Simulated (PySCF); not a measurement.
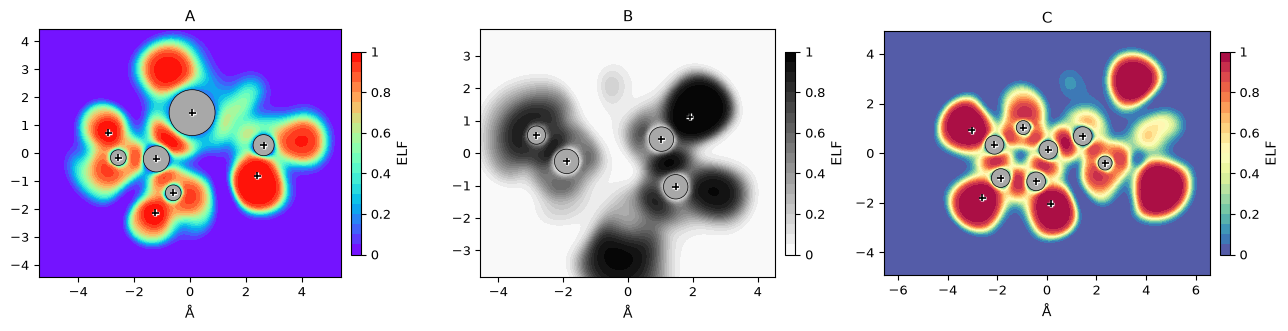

The ELF of 3 systems, each on a plane through atoms (crosses mark nuclei in the plane; grey discs cover the cores).

These are results of CAM-B3LYP/def2-SVPD, SCF density, gas phase in PySCF 2.14.0, not measurements.

System 1: C2H10BGeNO2, the plane of atoms Ge4, B5 and O7. Geometry: PBE0-D3(BJ)/def2-SVP.

```tsv
atom	x (Å)	y (Å)	z (Å)
C	-0.8109	0.4331	-1.2699
N	-0.6787	-0.3261	-0.0539
C	-0.9542	-1.7302	-0.2263
Ge	0.7416	0.1227	1.0434
B	2.5813	-0.1916	0.1022
O	2.6090	-1.1732	-0.8314
O	3.7242	0.5146	0.3307
H	-0.6550	1.5069	-1.0764
H	-0.1012	0.1278	-2.0714
H	-1.8311	0.3246	-1.6828
H	-0.8828	-2.2597	0.7366
H	-1.9850	-1.8738	-0.6020
H	-0.2704	-2.2386	-0.9400
H	0.5780	-0.7398	2.3142
H	0.5480	1.6099	1.4335
H	3.4824	-1.2538	-1.2390
H	3.6225	1.2114	0.9846
```

System 2: C7H9BO3, the plane of atoms O10, C9 and H20. Geometry: PBE0-D3(BJ)/def2-SVP.

```json
{"atom": "B", "x (Å)": "-2.1502", "y (Å)": "1.5273", "z (Å)": "-0.4593"}
{"atom": "O", "x (Å)": "-3.0000", "y (Å)": "0.4833", "z (Å)": "-0.6233"}
{"atom": "C", "x (Å)": "-2.5816", "y (Å)": "-0.8337", "z (Å)": "-0.3286"}
{"atom": "C", "x (Å)": "-1.0784", "y (Å)": "-0.9762", "z (Å)": "-0.4503"}
{"atom": "C", "x (Å)": "-0.3971", "y (Å)": "0.1091", "z (Å)": "0.3762"}
{"atom": "C", "x (Å)": "1.0842", "y (Å)": "0.1201", "z (Å)": "0.2117"}
{"atom": "C", "x (Å)": "1.9650", "y (Å)": "1.0726", "z (Å)": "-0.2042"}
{"atom": "C", "x (Å)": "3.2590", "y (Å)": "0.4610", "z (Å)": "-0.1398"}
{"atom": "C", "x (Å)": "3.0546", "y (Å)": "-0.8083", "z (Å)": "0.3076"}
{"atom": "O", "x (Å)": "1.7359", "y (Å)": "-1.0214", "z (Å)": "0.5226"}
{"atom": "O", "x (Å)": "-0.8828", "y (Å)": "1.3867", "z (Å)": "0.0217"}
{"atom": "H", "x (Å)": "-2.5287", "y (Å)": "2.6334", "z (Å)": "-0.7498"}
{"atom": "H", "x (Å)": "-3.0999", "y (Å)": "-1.5140", "z (Å)": "-1.0217"}
{"atom": "H", "x (Å)": "-2.9137", "y (Å)": "-1.0932", "z (Å)": "0.6925"}
{"atom": "H", "x (Å)": "-0.7698", "y (Å)": "-0.8637", "z (Å)": "-1.5031"}
{"atom": "H", "x (Å)": "-0.7468", "y (Å)": "-1.9691", "z (Å)": "-0.1121"}
{"atom": "H", "x (Å)": "-0.6288", "y (Å)": "-0.0676", "z (Å)": "1.4458"}
{"atom": "H", "x (Å)": "1.7087", "y (Å)": "2.0833", "z (Å)": "-0.5091"}
{"atom": "H", "x (Å)": "4.2163", "y (Å)": "0.9108", "z (Å)": "-0.3939"}
{"atom": "H", "x (Å)": "3.7151", "y (Å)": "-1.6452", "z (Å)": "0.5170"}
```

System 3: C5H8AsO2 (charge −1), the plane of atoms C7, C6 and H12. Geometry: PBE0-D3(BJ)/def2-SVP.

```xyz
16

O     3.4031    0.0706    0.5716
C     2.2348    0.0336    0.9797
O     1.7704    0.3213    2.1129
C     1.1375   -0.3419   -0.0615
C     0.7409    0.9045   -0.8532
C     0.0188    1.8569    0.1003
C    -1.0504    1.0914    0.8906
As   -0.4596   -0.8156    0.9988
H     1.4734   -1.1530   -0.7261
H     1.6464    1.3748   -1.2768
H     0.0775    0.6342   -1.6961
H    -0.4158    2.7169   -0.4414
H     0.7574    2.2495    0.8145
H    -1.1550    1.4858    1.9115
H    -2.0381    1.1262    0.4045
H    -1.3145   -1.2217   -0.2455
```

Q: Match each panel to its system.

A: Panel A is system 1, C2H10BGeNO2: the plane holds C, Ge, B, O and H. B–O (1.35 Å): the ELF peaks at about 0.90 between the atoms, as expected for a polar covalent bond. Panel B is system 3, C5H8AsO2: the plane holds O, C and H. C–O (1.24 Å): the ELF peaks at about 0.90 between the atoms; a short, strongly polar bond. Panel C is system 2, C7H9BO3: the plane holds C, O and H. C–O (1.35 Å): the ELF peaks at about 0.90 between the atoms: a shared but strongly polarised pair.
